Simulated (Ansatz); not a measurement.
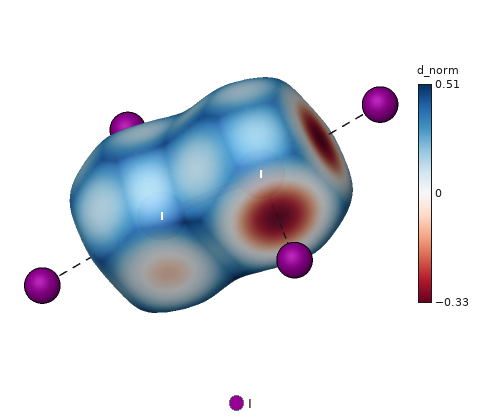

Hirshfeld surface computed for the I₂ molecule in I in space group Cmce, coloured by d_norm. Dashed lines lead to the closest neighbours outside.

The surface is where the fragment's share of the procrystal density (the sum of the densities of spherically averaged neutral Hartree-Fock atoms) equals one half. d_i and d_e are the distances from the surface to the nearest nucleus inside and outside; d_norm adds both, each measured against its van der Waals radius (Alvarez: I 2.04 Å), so red marks contacts shorter than the sum of radii, white equal and blue longer. From Rb on the atoms have core potentials, so only their outer electrons count.

Origin of the cell: the end point of a relaxation at fixed volume with DFT r2SCAN, scalar-relativistic, plane waves, PAW (Ansatz).

```cif
data_structure
_symmetry_space_group_name_H-M 'P 1'
_symmetry_Int_Tables_number 1
_cell_length_a 7.4459
_cell_length_b 4.5618
_cell_length_c 9.7830
_cell_angle_alpha 90.000
_cell_angle_beta 90.000
_cell_angle_gamma 90.000
_cell_volume 332.29
loop_
_atom_site_label
_atom_site_type_symbol
_atom_site_fract_x
_atom_site_fract_y
_atom_site_fract_z
_atom_site_occupancy
I1 I 0.50000 0.66004 0.87943 1
I2 I 0.50000 0.16004 0.62057 1
I3 I 0.50000 0.33996 0.12057 1
I4 I 0.50000 0.83996 0.37943 1
I5 I 0.00000 0.16004 0.87943 1
I6 I 0.00000 0.66004 0.62057 1
I7 I 0.00000 0.83996 0.12057 1
I8 I 0.00000 0.33996 0.37943 1
```

### Which contact with the surroundings is the closest relative to the atoms' sizes?

I···I at 3.41 Å, 84 % of the sum of the van der Waals radii.

### How is the surface shared among contacts (both directions of a pair summed)?

I···I 100 %.

### Give the size and shape of the surface.

It encloses about 78 Å³, has an area of about 96 Å² and a globularity of 0.92 (1 for a sphere).
